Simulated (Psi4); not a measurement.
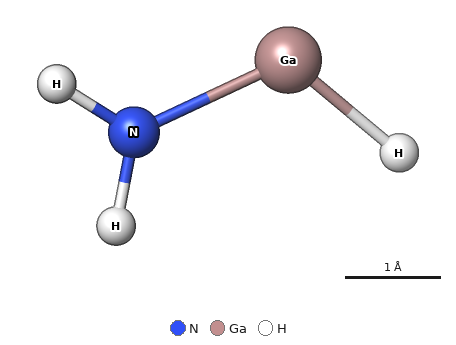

**Figure 1.** The input geometry (ball-and-stick view, seen at a tilt). Sticks mark near contacts. Bond lengths as drawn: Ga–H 1.59 Å, Ga–N 1.83 Å and H–N 1.01 Å.

# GaNH$_{3}$: property calculation

The run: property calculation of GaNH$_{3}$, multiplicity 2, SMILES [NH2][GaH]. Method and program: TPSSh/6-31G, UKS, dispersion D4, ddCOSMO solvent chlorobenzene (Psi4 1.11).

The geometry comes from this level: PBE0-D4/def2-TZVP.

## Input (input.inp)
```
memory 1600 mb

molecule system {
  0 2
  N     -0.211900    -0.684000     0.064700
  Ga     0.815500     0.782900     0.417000
  H     -0.946800    -0.701300    -0.625100
  H     -0.115200    -1.569300     0.532000
  H      0.508200     2.097900    -0.430100
  units angstrom
  symmetry c1
  no_reorient
  no_com
}

set {
  basis 6-31G
  reference uks
  scf_type pk
  ddx true
  ddx_model cosmo
  ddx_solvent chlorobenzene
  ddx_radii_set uff
}

e, wfn = energy('tpssh-d4', return_wfn=True)
oeprop(wfn, 'MULTIPOLE(3)', 'DIPOLE', title='TPSSH-D4')
```

Run on 1 thread of Intel Xeon (Sapphire Rapids), 16 GiB of memory available, shared host.

Launched with:
```bash
psi4 input.inp input.out -n 1
```

## The program's output
```
Psi4 1.11 release

  PCM or DDX continuum solvation does not make use of molecular symmetry: further calculations in C1 point group.

   => Loading Basis Set <=

    Name: 6-31G
    Role: ORBITAL
    Keyword: BASIS

   => TPSSH-D4(BJ,EEQ)ATM: Empirical Dispersion <=

        a1 =       0.442870
        a2 =       4.602305
       alp =      16.000000
        s6 =       1.000000
        s8 =       1.858977
        s9 =       1.000000
        ga =       3.000000
        gc =       2.000000
        wf =       6.000000

         ---------------------------------------------------------
                                   SCF
                              UKS Reference
                        1 Threads,   1525 MiB Core
         ---------------------------------------------------------

  ==> Geometry <==

    Molecular point group: c1
    Full point group: C1

    Geometry (in Angstrom), charge = 0, multiplicity = 2:

       Center              X                  Y                   Z               Mass
    ------------   -----------------  -----------------  -----------------  -----------------
         N           -0.211900000000    -0.684000000000     0.064700000000    14.003074004430
         GA           0.815500000000     0.782900000000     0.417000000000    68.925573500000
         H           -0.946800000000    -0.701300000000    -0.625100000000     1.007825032230
         H           -0.115200000000    -1.569300000000     0.532000000000     1.007825032230
         H            0.508200000000     2.097900000000    -0.430100000000     1.007825032230

  Running in c1 symmetry.

  Rotational constants: A =      2.50631  B =      0.15319  C =      0.14438 [cm^-1]
  Rotational constants: A =  75137.37565  B =   4592.50390  C =   4328.36809 [MHz]
  Nuclear repulsion =   95.419926874908640

  Charge       = 0
  Multiplicity = 2
  Electrons    = 41
  Nalpha       = 21
  Nbeta        = 20

  ==> Algorithm <==

  SCF Algorithm Type is PK.
  DIIS enabled.
  MOM disabled.
  Fractional occupation disabled.
  Guess Type is SAD.
  Energy threshold   = 1.00e-06
  Density threshold  = 1.00e-06
  Integral threshold = 1.00e-12

  ==> Primary Basis <==

  Basis Set: 6-31G
    Blend: 6-31G
    Number of shells: 22
    Number of basis functions: 44
    Number of Cartesian functions: 44
    Spherical Harmonics?: false
    Max angular momentum: 2

  ==> DFT Potential <==

   => LibXC <=

    Version 7.1.2

   => Composite Functional: TPSSH-D4BJEEQATM <=

    TPSSh-d4bjeeqatm Hyb-GGA Exchange-Correlation Functional

    Deriv               =              1
    GGA                 =           TRUE
    Meta                =           TRUE

    Exchange Hybrid     =           TRUE
    MP2 Hybrid          =          FALSE

   => Exchange Functionals <=

    0.9000   Tao, Perdew, Staroverov & Scuseria

   => Exact (HF) Exchange <=

    0.1000               HF

   => Correlation Functionals <=

    1.0000   Tao, Perdew, Staroverov & Scuseria

   => LibXC Density Thresholds  <==

    XC_HYB_MGGA_XC_TPSSH:  1.00E-15

   => Molecular Quadrature <=

    Radial Scheme          =       TREUTLER
    Pruning Scheme         =           NONE
    Nuclear Scheme         =       TREUTLER

    Blocking Scheme        =         OCTREE
    BS radius alpha        =              1
    Pruning alpha          =              1
    Radial Points          =             75
    Spherical Points       =            302
    Total Points           =         109442
    Total Blocks           =            880
    Max Points             =            256
    Max Functions          =             44
    Weights Tolerance      =       1.00E-15

  +----------------------------------------------------------------+
  |                                                                |
  |                        888      888 Y8b    d8Y                 |
  |                        888      888  Y8b  d8Y                  |
  |                        888      888   Y8888Y                   |
  |                    .d88888  .d88888    Y88Y                    |
  |                   d88  888 d88  888    d88b                    |
  |                   888  888 888  888   d8888b                   |
  |                   Y88b 888 Y88b 888  d8Y  Y8b                  |
  |                     Y88888   Y88888 d8Y    Y8b                 |
  |                                                                |
  |                              |
  |                         Version: 0.7.0                         |
  |                                                                |
  +----------------------------------------------------------------+
    enable_fmm              = True
    eta                     = 0.1
    fmm_local_lmax          = 6
    fmm_multipole_lmax      = 9
    incore                  = False
    jacobi_n_diis           = 20
    lmax                    = 9
    logfile                 =
    maxiter                 = 100
    n_lebedev               = 302
    n_proc                  = 1
    shift                   = -1.0
    solvent_kappa           = 0.0
    solvent_epsilon         = 5.6968
    solvent_epsilon_optical = 2.32
    tol                     = 1e-08

    DDX numerical integration setup:

    dft_block_scheme     = ATOMIC
    dft_nuclear_scheme   = BECKE
    dft_pruning_scheme   = ROBUST
    dft_radial_points    = 35
    dft_radial_scheme    = BECKE
    dft_spherical_points = 110

    Cavity sphere setup (in Angstrom):

    Charge       X            Y            Z          Radius
    ------   ----------   ----------   ----------   ----------
      7.00    -0.211900    -0.684000     0.064700     2.013000
     31.00     0.815500     0.782900     0.417000     2.410650
      1.00    -0.946800    -0.701300    -0.625100     1.587300
      1.00    -0.115200    -1.569300     0.532000     1.587300
      1.00     0.508200     2.097900    -0.430100     1.587300

    Cavity sphere setup (in Bohr):

    Charge       X            Y            Z          Radius
    ------   ----------   ----------   ----------   ----------
      7.00    -0.400433    -1.292573     0.122265     3.804019
     31.00     1.541072     1.479467     0.788016     4.555468
      1.00    -1.789193    -1.325265    -1.181268     2.999562
      1.00    -0.217696    -2.965547     1.005334     2.999562
      1.00     0.960359     3.964456    -0.812771     2.999562

  ==> Integral Setup <==

  Using in-core PK algorithm.
   Calculation information:
      Number of atoms:                   5
      Number of AO shells:              22
      Number of primitives:             68
      Number of atomic orbitals:        44
      Number of basis functions:        44

      Integral cutoff                 1.00e-12
      Number of threads:                 1

  Performing in-core PK
  Using 981090 doubles for integral storage.
  We computed 31246 shell quartets total.
  Whereas there are 32131 unique shell quartets.

  ==> DiskJK: Disk-Based J/K Matrices <==

    J tasked:                  Yes
    K tasked:                  Yes
    wK tasked:                  No
    Memory [MiB]:              871
    Schwarz Cutoff:          1E-12

  Cached 100.0% of DFT collocation blocks in 0.267 [GiB].

  Minimum eigenvalue in the overlap matrix is 7.9272349465E-04.
  Reciprocal condition number of the overlap matrix is 1.7490651492E-04.
    Using symmetric orthogonalization.

  ==> Pre-Iterations <==

  SCF Guess: Superposition of Atomic Densities via on-the-fly atomic UHF (no occupation information).

   -------------------------
    Irrep   Nso     Nmo
   -------------------------
     A         44      44
   -------------------------
    Total      44      44
   -------------------------

  ==> Iterations <==

                        Total Energy        Delta E     RMS |[F,P]|

   @UKS iter SAD: -1977.61310477818483   -1.97761e+03   0.00000e+00
   @UKS iter   1: -1978.92010029733365   -1.30700e+00   7.16325e-02 ADIIS/DIIS
   @UKS iter   2: -1931.73145345013472    4.71886e+01   1.66994e-01 ADIIS
   @UKS iter   3: -1979.44932342217339   -4.77179e+01   6.46003e-02 ADIIS/DIIS
   @UKS iter   4: -1980.85372156949325   -1.40440e+00   1.27486e-02 ADIIS/DIIS
   @UKS iter   5: -1980.92620297266467   -7.24814e-02   9.27256e-03 ADIIS/DIIS
   @UKS iter   6: -1981.00618131693523   -7.99783e-02   6.08846e-04 ADIIS/DIIS
   @UKS iter   7: -1981.00657923013023   -3.97913e-04   1.35859e-04 ADIIS/DIIS
   @UKS iter   8: -1981.00659565510023   -1.64250e-05   1.57296e-05 DIIS
   @UKS iter   9: -1981.00659675260158   -1.09750e-06   8.80689e-06 DIIS
   @UKS iter  10: -1981.00659690370071   -1.51099e-07   1.17655e-06 DIIS
   @UKS iter  11: -1981.00659690966586   -5.96515e-09   2.58949e-07 DIIS
  Energy and wave function converged.

  ==> Post-Iterations <==

   Electrons on quadrature grid:
      Nalpha   =   20.9999963219 ; deviation = -3.678e-06
      Nbeta    =   19.9999979147 ; deviation = -2.085e-06
      Ntotal   =   40.9999942366 ; deviation = -5.763e-06

   @Spin Contamination Metric:   3.265924133E-03
   @S^2 Expected:                7.500000000E-01
   @S^2 Observed:                7.532659241E-01
   @S   Expected:                5.000000000E-01
   @S   Observed:                5.000000000E-01

    Orbital Energies [Eh]
    ---------------------

    Alpha Occupied:

       1A   -372.215210     2A    -45.673375     3A    -40.401270
       4A    -40.400075     5A    -40.399537     6A    -14.243345
       7A     -5.381664     8A     -3.663750     9A     -3.659919
      10A     -3.657657    11A     -0.815167    12A     -0.710145
      13A     -0.706564    14A     -0.706414    15A     -0.705128
      16A     -0.703603    17A     -0.460925    18A     -0.434631
      19A     -0.327475    20A     -0.237496    21A     -0.186199

    Alpha Virtual:

      22A     -0.042731    23A      0.018676    24A      0.078108
      25A      0.081245    26A      0.126150    27A      0.145719
      28A      0.168754    29A      0.206176    30A      0.250014
      31A      0.727731    32A      0.838810    33A      0.848942
      34A      0.923011    35A      0.950441    36A      0.999638
      37A      1.193857    38A      1.484175    39A      2.421767
      40A      2.448991    41A      2.455231    42A      2.520350
      43A      2.634334    44A     67.089263

    Beta Occupied:

       1A   -372.214290     2A    -45.673032     3A    -40.401072
       4A    -40.399098     5A    -40.399002     6A    -14.242532
       7A     -5.379893     8A     -3.661906     9A     -3.657296
      10A     -3.656747    11A     -0.813512    12A     -0.706977
      13A     -0.703712    14A     -0.703165    15A     -0.702349
      16A     -0.700198    17A     -0.458571    18A     -0.417875
      19A     -0.307797    20A     -0.237366

    Beta Virtual:

      21A     -0.108038    22A     -0.023102    23A      0.027119
      24A      0.085211    25A      0.101747    26A      0.143837
      27A      0.159936    28A      0.172780    29A      0.220670
      30A      0.270633    31A      0.727378    32A      0.845005
      33A      0.852379    34A      0.933170    35A      0.955454
      36A      1.022372    37A      1.197154    38A      1.498252
      39A      2.433987    40A      2.461286    41A      2.463471
      42A      2.531305    43A      2.641980    44A     67.091435

    Final Occupation by Irrep:
              A
    DOCC [    20 ]
    SOCC [     1 ]
    NA   [    21 ]
    NB   [    20 ]

  @UKS Final Energy: -1981.00659690966586

   => Energetics <=

    Nuclear Repulsion Energy =             95.4199268749086400
    One-Electron Energy =               -2950.9287216951179289
    Two-Electron Energy =                 949.5063508636560528
    DFT Exchange-Correlation Energy =     -74.9988530016484702
    Empirical Dispersion Energy =          -0.0025694275663304
    VV10 Nonlocal Energy =                  0.0000000000000000
    DD Solvation Energy =                 -0.0027305238976097
    Total Energy =                      -1981.0065969096658591

  UHF NO Occupations:
  HONO-2 :   19  A 1.9994298
  HONO-1 :   20  A 1.9990858
  HONO-0 :   21  A 1.0000000
  LUNO+0 :   22  A 0.0009142
  LUNO+1 :   23  A 0.0005702
  LUNO+2 :   24  A 0.0001004
  LUNO+3 :   25  A 0.0000324

Computation Completed

Properties will be evaluated at   0.000000,   0.000000,   0.000000 [a0]

Properties computed using the SCF density matrix

 Multipole Moments:

 ------------------------------------------------------------------------------------
     Multipole            Electronic (a.u.)      Nuclear  (a.u.)        Total (a.u.)
 ------------------------------------------------------------------------------------

 L = 1.  Multiply by 2.5417464519 to convert [e a0] to [Debye]
 Dipole X            :        -44.1966172           43.9236602           -0.2729570
 Dipole Y            :        -37.0196303           36.4890997           -0.5305306
 Dipole Z            :        -24.3294631           24.2956419           -0.0338212
 Magnitude           :                                                    0.5975886

 ------------------------------------------------------------------------------------

	total time  =          9 seconds =       0.15 minutes

Properties will be evaluated at   0.000000,   0.000000,   0.000000 [a0]

Properties computed using the TPSSH-D4 density matrix

 Multipole Moments:

 ------------------------------------------------------------------------------------
     Multipole            Electronic (a.u.)      Nuclear  (a.u.)        Total (a.u.)
 ------------------------------------------------------------------------------------

 L = 1.  Multiply by 2.5417464519 to convert [e a0] to [Debye]
 Dipole X            :        -44.1966172           43.9236602           -0.2729570
 Dipole Y            :        -37.0196303           36.4890997           -0.5305306
 Dipole Z            :        -24.3294631           24.2956419           -0.0338212
 Magnitude           :                                                    0.5975886

 L = 2.  Multiply by 1.3450342976 to convert [e a0^2] to [Debye ang]
 Quadrupole XX       :        -96.5277739           78.9152745          -17.6124994
 Quadrupole XY       :        -81.0876584           81.1260496            0.0383912
 Quadrupole XZ       :        -38.1902418           38.4174456            0.2272038
 Quadrupole YY       :       -123.7968101          105.8163835          -17.9804266
 Quadrupole YZ       :        -30.2855248           30.3968072            0.1112824
 Quadrupole ZZ       :        -40.1021454           22.4213650          -17.6807804
 Traceless XX        :         -9.7188641            9.8642668            0.1454027
 Traceless YY        :        -36.9879003           36.7653759           -0.2225245
 Traceless ZZ        :         46.7067644          -46.6296427            0.0771217

 L = 3.  Multiply by 0.7117614979 to convert [e a0^3] to [Debye ang^2]
 Octupole XXX        :       -161.9431191          108.1550842          -53.7880350
 Octupole XXY        :       -122.1120574          106.7437888          -15.3682685
 Octupole XXZ        :        -68.0739463           53.6690465          -14.4048998
 Octupole XYY        :       -131.0421324          109.9208458          -21.1212866
 Octupole XYZ        :        -52.9205742           50.8926594           -2.0279147
 Octupole XZZ        :        -46.9794356           27.5415393          -19.4378963
 Octupole YYY        :       -175.1511271          119.1710320          -55.9800951
 Octupole YYZ        :        -53.4314443           48.8919522           -4.5394921
 Octupole YZZ        :        -40.7417321           26.1168997          -14.6248324
 Octupole ZZZ        :        -43.9908271           14.0129668          -29.9778603

 ------------------------------------------------------------------------------------

 Multipole Moments:

 ------------------------------------------------------------------------------------
     Multipole            Electronic (a.u.)      Nuclear  (a.u.)        Total (a.u.)
 ------------------------------------------------------------------------------------

 L = 1.  Multiply by 2.5417464519 to convert [e a0] to [Debye]
 Dipole X            :        -44.1966172           43.9236602           -0.2729570
 Dipole Y            :        -37.0196303           36.4890997           -0.5305306
 Dipole Z            :        -24.3294631           24.2956419           -0.0338212
 Magnitude           :                                                    0.5975886

 ------------------------------------------------------------------------------------

    Psi4 run time: 0:00:09.87
```

## Summary

| quantity | value |
| --- | --- |
| outcome | converged |
| total energy | −1981.006597 hartree |
| dispersion energy | −0.002569 hartree |
| solvation energy | −0.002731 hartree |
| basis functions | 44 |
| ⟨S²⟩ | 0.753 |
| dipole moment | 1.52 D |
| wall time | 11 s |
| peak memory | 0.53 GiB |
